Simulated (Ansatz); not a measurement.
The figure comes from a scan of CsSnI3 (cubic perovskite): the cell is scaled evenly about its relaxed volume V₀. Level of theory: PBEsol (plane waves to 420 eV, PAW, scalar-relativistic; Ansatz, a program for electronic structure). k mesh 6×6×6 (Γ-centred), Fermi-Dirac smearing 0.05 eV. Compression counts positive. CsSnI3 was relaxed with its symmetry unable to fall. Spin-orbit coupling is left out, though I is heavy. This is a high-temperature form of CsSnI3. 

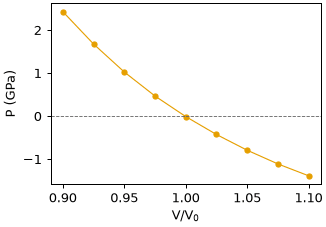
Figure. P (GPa) against V/V₀; markers are the computed points, lines only join them.

**Question.** List the plotted points as numbers.

**Answer.** To the nearest 0.05:

```tsv
V/V₀	P (GPa)
0.900	2.45
0.925	1.70
0.950	1.05
0.975	0.45
1.000	0.00
1.025	-0.40
1.050	-0.80
1.075	-1.10
1.100	-1.40
```

(Under strain, the slope of the energy per volume gives the stress and its curvature an elastic modulus.)
